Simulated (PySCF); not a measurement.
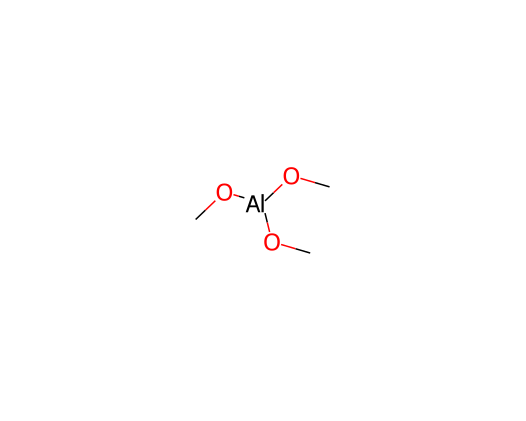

Source: calculation with PySCF.

Question: Give its SMILES.

Answer: C[O][Al]([O]C)[O]C

Question: What is the molecular formula?

Answer: C3H9AlO3.
